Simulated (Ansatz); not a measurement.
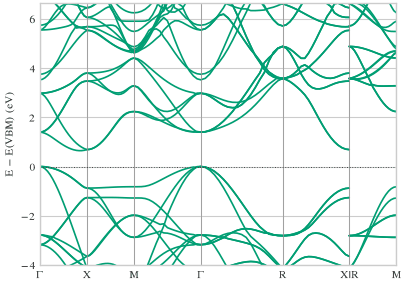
Figure. Band structure from r²SCAN (plane waves, PAW; program Ansatz)

Problem. Read off the gap and where the band edges lie.

Solution. About 0.6 eV (0.64 eV by a search for the band edges); maximum at Γ, minimum on the Γ–X line, 86 % of the way from Γ.

Problem. Pick the material that matches.
A. MgTe2, Pa-3 (Mg on 4a, Te on 8c)
B. BP, Pm-3n (B on 6d, P on 6c)
C. Au2S, Pn-3m (S on 2a, Au on 4c)

Solution. B, BP, Pm-3n (B on 6d, P on 6c)

The start of the workflow was typed in or built on a structure type; neither database checked (COD, Materials Project) lists it. It is not the phase usual at ambient conditions (space group No. 216). The r²SCAN relaxation kept the symmetry of its start; its stability against distortions is not shown here.

Potentials: the earlier of the program's two PAW sets.
